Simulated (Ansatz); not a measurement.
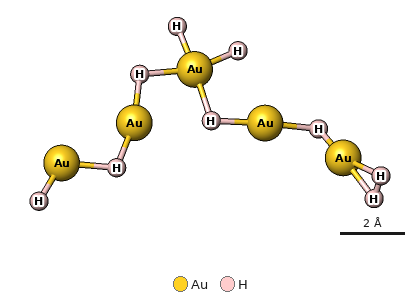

The structure (ball-and-stick view, seen at a tilt). Sticks mark near contacts.

**Single-point calculation, with input and output: Au₅H₉ (charge +1)**

Au₅H₉, charge +1, multiplicity 2, computed with direct RPA on PBE orbitals, frozen core/def2-TZVP (Ansatz 0.2.0).

The geometry comes from this level: PBE-D4/def2-SVP.

## Log
```
Functional definition: PBE
  name "PBE"
  cite "Perdew, Burke & Ernzerhof, Phys. Rev. Lett. 77, 3865 (1996) doi:10.1103/PhysRevLett.77.3865"
  parent pbe
  parameter kappa = 0.804
  parameter beta = 0.06672455060314922
  exchange = pbe_x(kappa = kappa, mu = beta*pi^2/3)
  correlation = pbe_c(beta = beta)
these checks for a lower state are left out or cut short: starts
2319 factors; integrals over basis functions are off by at most 1.1e-3 eV
mean field evaluation 1: about -18613.3566 eV, gradient 8.0e0 eV
mean field evaluation 2: about -18613.6295 eV, gradient 3.2e-1 eV
mean field evaluation 4: about -18613.6274 eV, gradient 2.1e-2 eV
mean field evaluation 8: about -18613.6274 eV, gradient 1.7e-6 eV
mean field -18613.62744665 eV, -684.0381918947 hartree, gradient 1.8e-6 eV, S^2 0.752855; 0 other end points of the search recorded, 0 dependent functions left out
reference -18469.15066785 eV, -678.7287682035 hartree; 52, 51 occupied and 202, 203 virtual orbitals, 2319 factors
Total energy: -18552.33669584 eV, -681.7857983465 hartree
Checks for a lower state left out: starts
```

The run was set up as follows.

## Input
```yaml
crystal:
  periodic: [false, false, false]
  atoms:
    - {symbol: Au, position_ang: [3.327054, -2.482062, 0.153853]}
    - {symbol: Au, position_ang: [1.048596, -1.089235, 0.784925]}
    - {symbol: Au, position_ang: [-1.764726, 1.705159, -0.505002]}
    - {symbol: Au, position_ang: [-2.506822, 3.796373, -2.217267]}
    - {symbol: Au, position_ang: [-1.531055, -0.261089, 1.523152]}
    - {symbol: H, position_ang: [-2.228999, 4.766748, -3.455633]}
    - {symbol: H, position_ang: [-0.967310, -1.421647, 2.467381]}
    - {symbol: H, position_ang: [4.738050, -2.738708, -0.948715]}
    - {symbol: H, position_ang: [-2.617001, 0.966711, 0.823350]}
    - {symbol: H, position_ang: [-0.153669, 0.025873, 0.303518]}
    - {symbol: H, position_ang: [-1.245513, 2.654137, -1.870941]}
    - {symbol: H, position_ang: [4.281189, -3.439917, -1.047200]}
    - {symbol: H, position_ang: [-2.754046, -0.430229, 2.518534]}
    - {symbol: H, position_ang: [2.374250, -2.052113, 1.470035]}
basis:
  gaussian: {orbitals: def2-TZVP, initial_orbitals: start.molden}
total_charge: 1
magnetization: {spin_polarized: true, initial_magnetization: 1}
hamiltonian: {xc: pbe}
correlation: {method: rpa}
scf: {omitted_lower_state_checks: [starts]}
```

Launch command:
```bash
ansatz run in.yaml --threads 4 --pin off --events-out ev --progress --plain --max-ram 4787MiB
```

## Results in brief

```csv
quantity,value
outcome,converged
total energy,−18552.3367 eV
mean-field energy,−18469.1507 eV
⟨S²⟩,0.753
SCF solution under orbital rotations,stable
hardware,"4 threads of Arm Neoverse V2, 23 GiB of memory available, shared host"
wall time,34 s (CPU time 2.2 min)
peak memory,1.3 GiB
```
